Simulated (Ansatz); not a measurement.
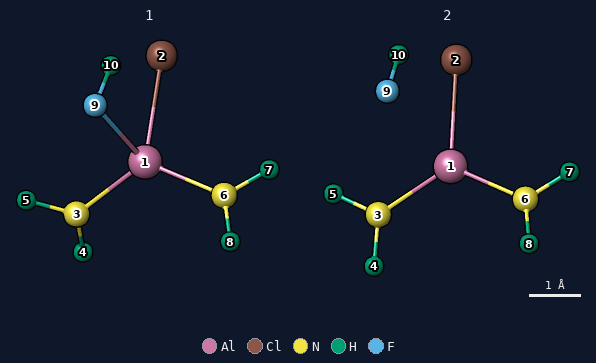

Two geometries of AlN2H5ClF, drawn at one scale. One is the start of a relaxation, the other its converged end. A ball-and-stick model, seen at a tilt.

The calculation used Ansatz 0.2.0, RKS PBE-D4/def2-SVP. Settings: no spin polarisation; force threshold 0.03 eV/Å; at most 50 steps.

Question: Which geometry has the lower energy?

Answer: Structure 1 is the relaxed one. The run prepares an end point of a later path (reaction) calculation, from a guessed geometry. H4 moves most after the best rigid fit: 0.63 Å. By element the largest moves are H 0.63 Å, F 0.56 Å, Al 0.35 Å, Cl 0.25 Å, N 0.23 Å. Near-neighbour distances that change, for instance: Al1–F9 2.882 → 2.012 Å, Al1–H10 2.895 → 2.166 Å, Cl2–H10 2.563 → 1.896 Å, F9–H10 0.934 → 1.007 Å. New bonds form, among them: Al1–F9 (2.88 → 2.01 Å). Bond angles that change, for instance: Cl2–Al1–N6 115.9° → 109.1°, Cl2–Al1–N3 117.2° → 121.8°, N3–Al1–N6 125.9° → 123.3°. After 12 accepted moves (13 points after the start) the energy has fallen by 36.2 kJ/mol. Largest force component: 0.79 eV/Å at the start, 0.026 eV/Å at the end. The line search rejected the trial step at point 7 of the run. The run took 14 s on 2 threads of Intel(R) Xeon(R) 6975P-C (Granite Rapids), with other jobs on the host, peak memory 0.17 GiB.

Limits of the set-up: the start holds two separate molecules, 2.6 Å apart at their closest, whose relative position is a soft coordinate.
